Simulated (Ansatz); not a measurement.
# HF/STO-3G run of CH7FSi2 (SMILES F[SiH2]C[SiH3])

Aim: the electronic atomisation energy of CH7FSi2 at HF/STO-3G, from 5 runs. 

The results are computed with Ansatz 0.2.0.

58 further runs of the same task are left out: 1 that didn't finish, 57 set aside as unsound or not needed.

### 1 The molecule

The species is CH7FSi2 (11 atoms), meant as a singlet with charge 0. As SMILES, `F[SiH2]C[SiH3]`. Geometry: relaxed at PBE0-D4/def2-TZVP. This is one conformer, not always the lowest.

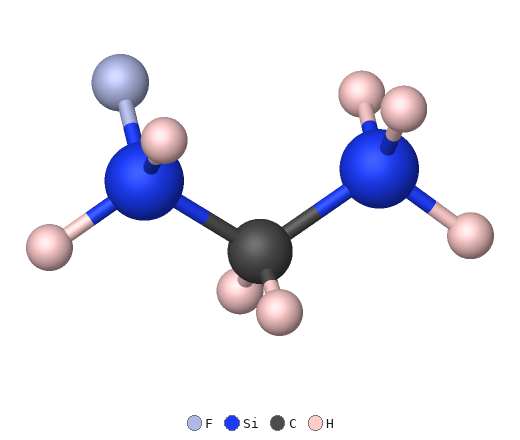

The structure, seen from a chosen angle (fluorine light blue, silicon blue, carbon dark grey, hydrogen pink).

### 2 A single-point energy at HF/STO-3G

File input.yaml:

```yaml
crystal:
  periodic: [false, false, false]
  atoms:
    - {symbol: F, position_ang: [-1.629100, 1.667400, 0.202000]}
    - {symbol: Si, position_ang: [-0.069200, 1.498400, 0.534400]}
    - {symbol: C, position_ang: [0.349200, -0.305900, 0.605500]}
    - {symbol: Si, position_ang: [-0.157200, -1.306900, -0.899700]}
    - {symbol: H, position_ang: [0.694000, 2.172900, -0.545000]}
    - {symbol: H, position_ang: [0.175700, 2.177500, 1.831400]}
    - {symbol: H, position_ang: [1.437100, -0.385200, 0.722600]}
    - {symbol: H, position_ang: [-0.101300, -0.751100, 1.498900]}
    - {symbol: H, position_ang: [-1.636400, -1.388400, -0.995700]}
    - {symbol: H, position_ang: [0.369900, -0.665700, -2.134100]}
    - {symbol: H, position_ang: [0.392600, -2.686000, -0.812200]}
basis:
  gaussian:
    orbitals: STO-3G
hamiltonian:
  xc: hf
accuracy: high
output: {orbitals: {seedname: orbitals}}
```

The run is started by

```
$ ansatz run input.yaml --threads 1 --pin off --max-ram 3480MiB --events-out events.jsonl --progress --plain --runs-dir runs
```

Standard output:

```text
Warning: RAYON_NUM_THREADS=1 ignored (pool sized by the plan → 1); use --threads N
Functional definition: HF
  name "HF"
  exchange = exact_x
  correlation = 0
725 factors; integrals over basis functions are off by at most 2.8e-8 eV
mean field evaluation 1: about -19339.0503 eV, gradient 1.9e1 eV
mean field evaluation 2: about -19339.1257 eV, gradient 1.9e1 eV
mean field evaluation 4: about -19340.7841 eV, gradient 1.1e0 eV
mean field evaluation 8: about -19340.7908 eV, gradient 2.0e-2 eV
mean field -19340.79084914 eV, -710.7609540468 hartree, gradient 4.0e-8 eV, S^2 0.000000; 0 other end points of the search recorded, 0 dependent functions left out
reference -19340.79084914 eV, -710.7609540468 hartree; 25, 25 occupied and 10, 10 virtual orbitals, 725 factors
Total energy: -19340.79084914 eV, -710.7609540468 hartree
```

Wall time 0.42 s (1 thread of Arm Neoverse V1, shared host).

### 3 The C atom at the same level

File input.yaml:

```yaml
crystal:
  periodic: [false, false, false]
  atoms:
    - symbol: C
      position_ang: [0.000000, 0.000000, 0.000000]
basis:
  gaussian:
    orbitals: STO-3G
hamiltonian:
  xc: hf
magnetization:
  spin_polarized: true
  initial_magnetization: 2
accuracy: high
```

The run is started by

```
$ ansatz run input.yaml --threads 1 --pin off --max-ram 3480MiB --events-out events.jsonl --progress --plain --runs-dir runs
```

Standard output:

```text
Warning: RAYON_NUM_THREADS=1 ignored (pool sized by the plan → 1); use --threads N
[... 4 set-up lines as earlier in the session ...]
15 factors; integrals over basis functions are off by at most 9.8e-10 eV
mean field evaluation 1: about -1012.2198 eV, gradient 0.0e0 eV
mean field evaluation 2: about -1012.2198 eV, gradient 0.0e0 eV
mean field -1012.21982732 eV, -37.1983925466 hartree, gradient 0.0e0 eV, S^2 2.000000; 2 other end points of the search recorded, 0 dependent functions left out
reference -1012.21982732 eV, -37.1983925466 hartree; 4, 2 occupied and 1, 3 virtual orbitals, 15 factors
Total energy: -1012.21982732 eV, -37.1983925466 hartree
```

Wall time 0.04 s (1 thread of Arm Neoverse V1, shared host).

### 4 The F atom

File in.yaml:

```yaml
crystal:
  periodic: [false, false, false]
  atoms:
    - symbol: F
      position_ang: [0.000000, 0.000000, 0.000000]
basis:
  gaussian: {orbitals: STO-3G}
total_charge: 0
magnetization: {spin_polarized: true, initial_magnetization: 1}
hamiltonian: {xc: hf}
accuracy: high
```

The run is started by

```
$ ansatz run in.yaml --threads 1 --pin off --max-ram 3480MiB --events-out events.jsonl --progress --plain --runs-dir runs
```

Standard output:

```text
Warning: RAYON_NUM_THREADS=1 ignored (pool sized by the plan → 1); use --threads N
[... 4 set-up lines as earlier in the session ...]
15 factors; integrals over basis functions are off by at most 1.2e-9 eV
mean field evaluation 1: about -2666.3486 eV, gradient 1.5e-14 eV
mean field evaluation 2: about -2666.3486 eV, gradient 0.0e0 eV
mean field -2666.34863534 eV, -97.9865050328 hartree, gradient 0.0e0 eV, S^2 0.750000; 2 other end points of the search recorded, 0 dependent functions left out
reference -2666.34863534 eV, -97.9865050328 hartree; 5, 4 occupied and 0, 1 virtual orbitals, 15 factors
Total energy: -2666.34863534 eV, -97.9865050328 hartree
```

Wall time 0.04 s (1 thread of Arm Neoverse V1, shared host).

### 5 The H atom

File run.yaml:

```yaml
crystal:
  periodic: [false, false, false]
  atoms:
    - {symbol: H, position_ang: [0.000000, 0.000000, 0.000000]}
basis:
  gaussian: {orbitals: STO-3G}
total_charge: 0
magnetization: {spin_polarized: true, initial_magnetization: 1}
hamiltonian: {xc: hf}
accuracy: high
```

Run the same way, it converges to -0.46658 Eh (log not shown).

### 6 The Si atom

File molecule.yaml:

```yaml
crystal:
  periodic: [false, false, false]
  atoms:
    - {symbol: Si, position_ang: [0.000000, 0.000000, 0.000000]}
basis:
  gaussian: {orbitals: STO-3G}
magnetization: {spin_polarized: true, initial_magnetization: 2}
hamiltonian: {xc: hf}
accuracy: high
```

Run the same way, it converges to -285.46622 Eh (log not shown).

### 7 What came out

Level: HF/STO-3G.

| quantity | value |
| --- | --- |
| molecule: total energy | -710.76095 Eh |
| molecule: HOMO energy | -9.52 eV |
| molecule: LUMO energy | 12.66 eV |
| molecule: HOMO–LUMO gap | 22.18 eV |
| C atom: total energy | -37.19839 Eh |
| C atom: ⟨S²⟩ | 2.000 |
| F atom: total energy | -97.98651 Eh |
| F atom: ⟨S²⟩ | 0.750 |
| H atom: total energy | -0.46658 Eh |
| H atom: ⟨S²⟩ | 0.750 |
| Si atom: total energy | -285.46622 Eh |
| Si atom: ⟨S²⟩ | 2.000 |
| electronic atomisation energy | 37.485 eV |

**Reading.** Taking the molecule apart into free atoms costs 37.49 eV (864 kcal/mol), before zero-point energy and without spin-orbit coupling. Hartree–Fock lacks the correlation of the bonding pairs, which as a rule makes this value much too low; in minimal bases other errors can mask that. In a minimal basis such a difference can be off by several eV, whatever the method.
